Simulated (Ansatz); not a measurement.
A series of calculations on CH7GeN

## 1. Relaxation

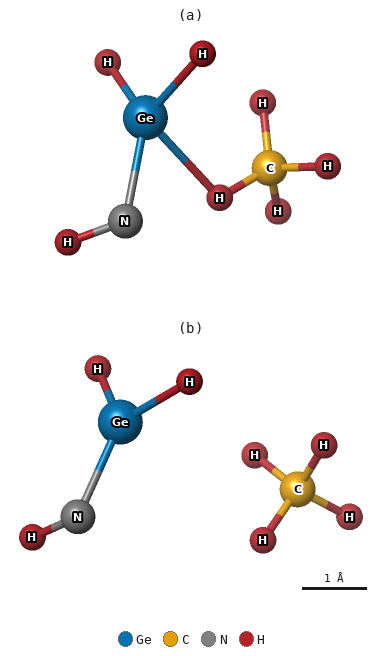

The structure of CH7GeN (started from a transition state, displaced along its imaginary mode) before (top) and after (bottom) a relaxation, at one scale.

The picture is a ball-and-stick view, seen at a tilt.

The calculation used RKS PBE0-D4/def2-TZVP in Ansatz 0.2.0.

Input file:
```yaml
crystal:
  periodic: [false, false, false]
  atoms:
    - {symbol: Ge, position_ang: [-1.128699, -0.191802, -0.295057]}
    - {symbol: C, position_ang: [1.150001, 0.485358, -0.004890]}
    - {symbol: N, position_ang: [-1.091339, -0.823223, 1.304467]}
    - {symbol: H, position_ang: [0.527711, -0.097320, 0.534265]}
    - {symbol: H, position_ang: [-0.954090, -0.897273, -1.691147]}
    - {symbol: H, position_ang: [-1.534552, 1.303706, -0.632992]}
    - {symbol: H, position_ang: [1.052618, 0.567005, -1.124053]}
    - {symbol: H, position_ang: [2.058555, -0.069756, 0.169132]}
    - {symbol: H, position_ang: [1.232513, 1.525289, 0.392495]}
    - {symbol: H, position_ang: [-1.312718, -1.801884, 1.347980]}
basis:
  gaussian: {orbitals: def2-TZVP}
hamiltonian: {xc: pbe0, dispersion: d4}
relax: {f_tol: 0.005, max_steps: 200}
```

Run as
```bash
ansatz run in.yaml --threads 4 --pin off --events-out ev --progress --plain --max-ram 9574MiB
```

Question: Describe what moved and what it gained.

Answer: The largest move after the best rigid fit is that of H8, 1.13 Å. By element the largest moves are H 1.13 Å, N 0.91 Å, C 0.60 Å, Ge 0.59 Å. Among the contacts that change: Ge1–H4 1.855 → 3.243 Å, Ge1–C2 2.395 → 3.555 Å, C2–H4 1.009 → 1.090 Å, Ge1–H6 1.586 → 1.529 Å. Bonds break, among them: Ge1–H4 (1.85 → 3.24 Å). Among the angles between lasting bonds that change: H4–C2–H8 97.8° → 109.3°, H4–C2–H7 121.3° → 109.8°, H5–Ge1–H6 105.2° → 113.3°. Groups turn about Ge1–N3 by about 30°. Over 36 accepted moves (42 points after the start) the energy falls by 130.4 kJ/mol. Largest force component: 3.6 eV/Å at the start, 0.0015 eV/Å at the end. The line search rejected the trial steps at points 8, 17, 18, 25, 28, 32 of the run. The forces were under the threshold at step 34, but the run went on from there.

## 2. Relaxation

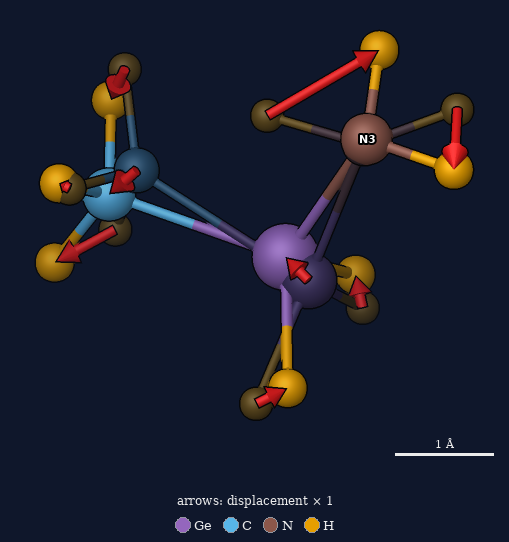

A relaxation of CH₇GeN (started from a transition state, displaced along its imaginary mode). The starting structure is drawn faded, the final one solid; red arrows show the displacements, at their true length. The two geometries are superimposed by the best rigid fit.

The picture is a ball-and-stick view, seen at a tilt.

Computed with Ansatz 0.2.0, RKS PBE0-D4/def2-TZVP.

The input:
```yaml
crystal:
  periodic: [false, false, false]
  atoms:
    - {symbol: Ge, position_ang: [-0.934320, -0.037337, -0.430005]}
    - {symbol: C, position_ang: [1.067309, 0.525290, -0.106300]}
    - {symbol: N, position_ang: [-0.812691, -0.760726, 1.232310]}
    - {symbol: H, position_ang: [0.217143, -0.400217, 0.948754]}
    - {symbol: H, position_ang: [-0.993892, -0.908796, -1.704101]}
    - {symbol: H, position_ang: [-1.586153, 1.318664, -0.653420]}
    - {symbol: H, position_ang: [1.147489, 0.627951, -1.178921]}
    - {symbol: H, position_ang: [1.938914, -0.118063, 0.149871]}
    - {symbol: H, position_ang: [1.148831, 1.467527, 0.378856]}
    - {symbol: H, position_ang: [-1.192631, -1.714193, 1.363155]}
basis:
  gaussian: {orbitals: def2-TZVP}
hamiltonian: {xc: pbe0, dispersion: d4}
relax: {f_tol: 0.005, max_steps: 200}
```

Command:
```bash
ansatz run in.yaml --threads 4 --pin off --events-out ev --progress --plain --max-ram 9574MiB
```

Which element moves most?

Hydrogen: up to 1.33 Å, against 0.42 Å for carbon.

Describe the change and its energy.

H4 moves most after the best rigid fit: 1.33 Å. By element the largest moves are H 1.33 Å, C 0.42 Å, Ge 0.35 Å, N 0.06 Å. Among the contacts that change: C2–H4 1.641 → 3.303 Å, Ge1–C2 2.104 → 1.946 Å, N3–H4 1.127 → 1.011 Å, Ge1–N3 1.817 → 1.847 Å. Among the angles between lasting bonds that change: Ge1–N3–H4 72.8° → 113.8°, Ge1–C2–H7 86.7° → 110.7°, H4–N3–H10 131.4° → 107.8°. The energy falls by 2.637 eV in 15 accepted moves (18 points after the start). Largest force component: 2.6 eV/Å at the start, 0.002 eV/Å at the end. The line search rejected the trial steps at points 7, 10, 13 of the run. The run took 35 s on 4 threads of Arm Neoverse V1, with other jobs on the host.

## 3. Reaction

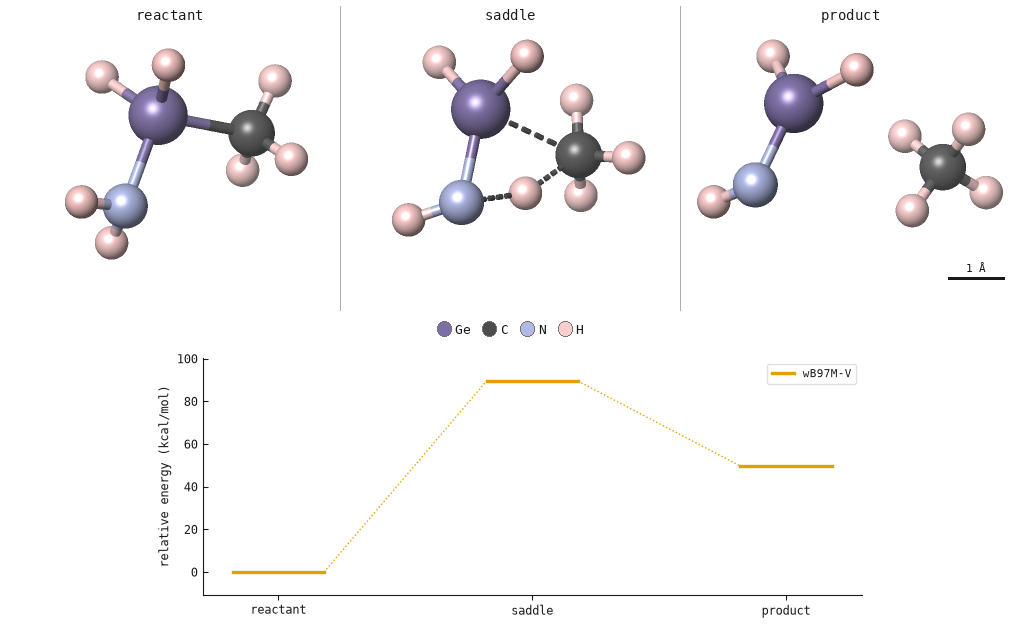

A reaction step of CH7GeN, with its energy diagram. The picture is a ball-and-stick view, seen at a tilt. Dashed sticks mark bonds that form or break.

Stationary points at PBE0-D4/def2-TZVP, single-point energies with wB97M-V (def2-TZVPP where no basis is named; Ansatz 0.2.0). The energies are electronic, without zero-point or thermal terms, and both ends are the minima reached downhill from the saddle, with any fragments still in contact.

Q: Describe the step and its energetics.

A: Counted by bonded pieces, the reactant holds CH₇GeN and the product holds CH₄ + GeH₃N. From the reactant over the saddle to the product, a bond forms: C–H (3.30 → 1.32 → 1.09 Å). Bonds break: C–Ge (1.95 → 2.25 → 3.56 Å), H–N (1.01 → 1.53 → 3.52 Å). The saddle has one imaginary mode, 1627i cm⁻¹. With wB97M-V the barrier is 89.6 kcal/mol from the reactant and 39.9 kcal/mol from the product, and the product lies 49.7 kcal/mol above the reactant.
